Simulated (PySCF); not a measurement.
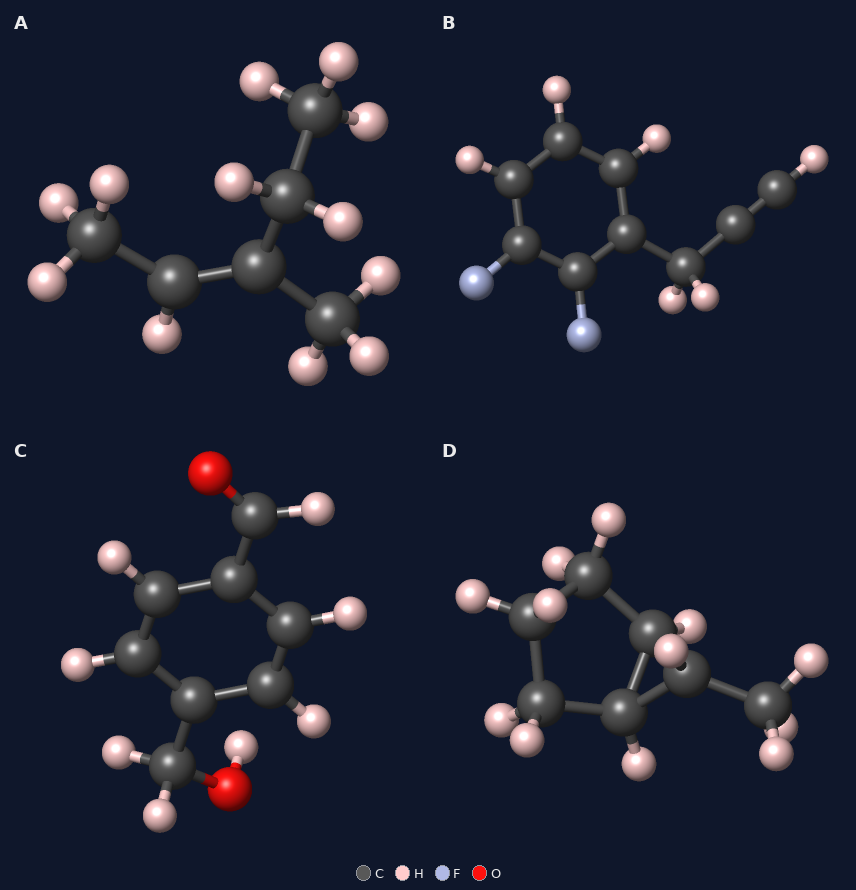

(Drawn from a calculation with PySCF.)

Which panel belongs to which SMILES?
(1) C/C=C(/C)CC
(2) O=Cc1ccc(CO)cc1
(3) C[C@@H]1[C@H]2CCC[C@@H]12
(4) C#CCc1cccc(F)c1F

A is (1), B is (4), C is (2), D is (3).
